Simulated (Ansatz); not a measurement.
The figure comes from a scan of HfO2 (tetragonal-ZrO2 type, space group P4_2/nmc): one O atom of a 6-atom cell moves by u along (1.00, 0.00, 0.00) and v along (0.00, 1.00, 0.00). Level of theory: PBE (plane waves to 420 eV, PAW, scalar-relativistic; Ansatz, a first-principles code). k mesh 7×7×5 (Γ-centred), Fermi-Dirac smearing 0.05 eV. Points where atoms come too close for the PAW data are left out (x in tables, blank in figures). Fu and Fv are the components of the force on the atom. HfO2 is run without spin polarisation. HfO2 was relaxed with its symmetry unable to fall. Spin-orbit coupling is left out, though Hf is heavy. The PAW data are Ansatz's earlier set. This is a high-temperature form of HfO2. 

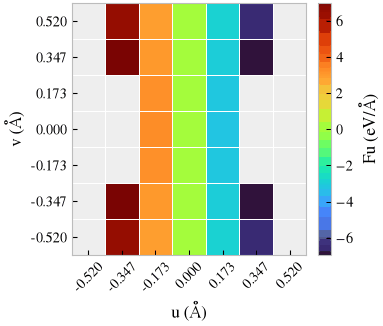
Fig. 1. Fu (eV/Å), one tile a computed point.

Q: Read the plotted values off the figure, to the accuracy that the plot allows.

A: To the nearest 2:

Fu (eV/Å), with u across and v down:

```csv
v \ u,-0.520,-0.347,-0.173,0.000,0.173,0.347,0.520
-0.520,x,6,2,0,-2,-6,x
-0.347,x,6,4,0,-4,-6,x
-0.173,x,x,4,0,-4,x,x
0.000,x,x,4,0,-4,x,x
0.173,x,x,4,0,-4,x,x
0.347,x,6,4,0,-4,-6,x
0.520,x,6,2,0,-2,-6,x
```

(A displaced cell: forces are minus the slopes of the energy, force constants its curvatures, and phonons follow from these.)
